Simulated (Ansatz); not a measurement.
# The cluster GeF3−: trial inputs and their diagnosis

Aim: try 2 inputs for the cluster GeF3− as typed, read how each ends, and find what has to change.

The runs use Ansatz 0.2.0, Gaussian basis; the settings change from run to run.

1 further run of the same task is left out (set aside as unsound or not needed). Runs told in other sessions of the task aren't counted.

## Step 1: The molecule

An earlier r2SCAN-D4 in a triple-zeta def2 set relaxation fixed the geometry.

4 atoms, charge -1, spin multiplicity 1.

Atoms are counted from 1 here; the program's logs count them from 0.

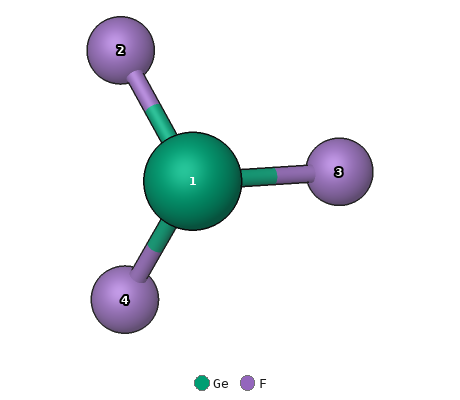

The structure; germanium teal, fluorine purple; atoms are numbered from 1 in the order of the file.

## Step 2: Try 1

in.yaml reads:

```yaml
crystal:
  periodic: [false, false, false]
  atoms:
    - {symbol: Ge, position_ang: [-0.165103, 0.694977, 0.021222]}
    - {symbol: F, position_ang: [1.558281, 0.123080, 0.069028]}
    - {symbol: F, position_ang: [-0.751643, -0.462839, 1.291930]}
    - {symbol: F, position_ang: [-0.641535, -0.355218, -1.382170]}
basis:
  gaussian: {orbitals: aug-pcseg-2}
total_charge: -1
hamiltonian: {xc: {name: B2PLYP}, dispersion: d2}
scf: {lower_state_search: full}
```

Launch:

```
$ ansatz run in.yaml --threads 4 --pin off --events-out ev --progress --plain --max-ram 3916MiB
```

Output:

```text
Error: YAML parse error: error: line 11 column 47: hamiltonian.dispersion: `d2` is not `none`, `rvv10`, `d3bj`, `d3bjatm`, `d4` or a map `{method: …, s8: …, a1: …, a2_bohr: …}` (numbers without units, a2 in bohr) or `{method: …, functional: …}`
  --> <input>:11:47
   |
 9 |   gaussian: {orbitals: aug-pcseg-2}
10 | total_charge: -1
11 | hamiltonian: {xc: {name: B2PLYP}, dispersion: d2}
   |                                               ^ hamiltonian.dispersion: `d2` is not `none`, `rvv10`, `d3bj`, `d3bjatm`, `d4` or a map `{method: …, s8: …, a1: …, a2_bohr: …}` (numbers without units, a2 in bohr) or `{method: …, functional: …}`
12 | scf: {lower_state_search: full}
   |
```

Run time: 0.06 s. Hardware: 4 threads of Intel Xeon at 2.50GHz, shared host.

Diagnosis: The program refused the input. d2 isn't among the dispersion terms that the program offers. Cure: name d3bj, d3bjatm, d4 or rvv10, or leave the key out.

## Step 3: Try 2

in.yaml reads:

```yaml
crystal:
  periodic: [false, false, false]
  atoms:
    - {symbol: Ge, position_ang: [-0.165103, 0.694977, 0.021222]}
    - {symbol: F, position_ang: [1.558281, 0.123080, 0.069028]}
    - {symbol: F, position_ang: [-0.751643, -0.462839, 1.291930]}
    - {symbol: F, position_ang: [-0.641535, -0.355218, -1.382170]}
basis:
  gaussian: {orbitals: cc-pVTZ, nuclear_model: gaussian}
total_charge: -1
hamiltonian: {xc: {name: wB97X-D}, dispersion: d3bjatm}
scf: {omitted_lower_state_checks: [starts]}
```

Launched as before.

Output:

```text
Error: YAML parse error: error: line 11 column 19: hamiltonian.xc: no functional is named "wB97X-D"; the names, which are not case-sensitive, are SVWN5, SPW92, PBE, PBE0, PBEsol, revPBE, revPBE0, RPBE, rPW86-PBE, HSE06, wPBEh, LC-wPBE, HISS, HF, BLYP, B3LYP, B3LYP5, BHLYP, CAM-B3LYP, r2SCAN, r2SCANh, r2SCAN0, r2SCAN50, m-r2SCAN, B97, wB97, wB97X, wB97X-V, B97M-V, wB97M-V, B2PLYP, B2GP-PLYP, PBE0-DH, PBE-QIDH
  --> <input>:11:19
   |
 9 |   gaussian: {orbitals: cc-pVTZ, nuclear_model: gaussian}
10 | total_charge: -1
11 | hamiltonian: {xc: {name: wB97X-D}, dispersion: d3bjatm}
   |                   ^ hamiltonian.xc: no functional is named "wB97X-D"; the names, which are not case-sensitive, are SVWN5, SPW92, PBE, PBE0, PBEsol, revPBE, revPBE0, RPBE, rPW86-PBE, HSE06, wPBEh, LC-wPBE, HISS, HF, BLYP, B3LYP, B3LYP5, BHLYP, CAM-B3LYP, r2SCAN, r2SCANh, r2SCAN0, r2SCAN50, m-r2SCAN, B97, wB97, wB97X, wB97X-V, B97M-V, wB97M-V, B2PLYP, B2GP-PLYP, PBE0-DH, PBE-QIDH
12 | scf: {omitted_lower_state_checks: [starts]}
   |
```

It took 0.05 s on 4 threads of Intel Xeon at 2.50GHz, shared host.

What is wrong: Refused before any calculation. The method's name isn't one that the program takes here. To mend it, name a functional that the program knows.

## Step 4: How the tries ended

```csv
try,level,ended,cause,time
1,B2PLYP/aug-pcseg-2,refused,d2 isn't among the dispersion terms that the program offers,0.06 s
2,wB97X-D/cc-pVTZ,refused,the method's name isn't one that the program takes here,0.05 s
```

In words: 2 refused. A refusal costs next to no computing time.
